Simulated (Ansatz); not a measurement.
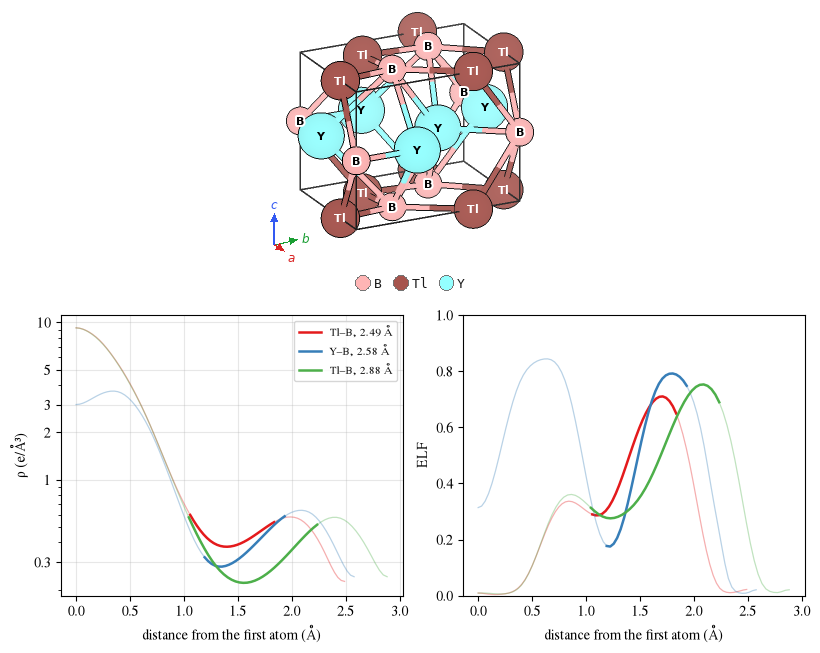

The picture shows: YTlB. Valence electron density and ELF along straight lines between neighbouring atoms. Thin, pale parts lie inside the atomic spheres. The structure is drawn too.

Space group P-62m; built by placing these elements on a known structure type; computed without spin polarisation.

Theory: DFT, PAW plane waves, r2SCAN (Ansatz).

In a PAW calculation such maps are meaningful between the atoms, not at the nuclei.

Compare the contacts.

Answer. Tl–B (2.49 Å): ρ at the midpoint is about 0.41 e/Å³; the ELF peaks at about 0.70 in the valence shell of B, 0.8 Å from its nucleus, and is about 0.35 at the midpoint.
Y–B (2.58 Å): ρ is about 0.28 e/Å³ halfway; the ELF peaks at about 0.80 in the valence shell of B, 0.8 Å from its nucleus, and is about 0.20 at the midpoint.
Tl–B (2.88 Å): the density is about 0.23 e/Å³ at the midpoint; the ELF peaks at about 0.75 in the valence shell of B, 0.8 Å from its nucleus, and drops to about 0.30 between the two atoms.
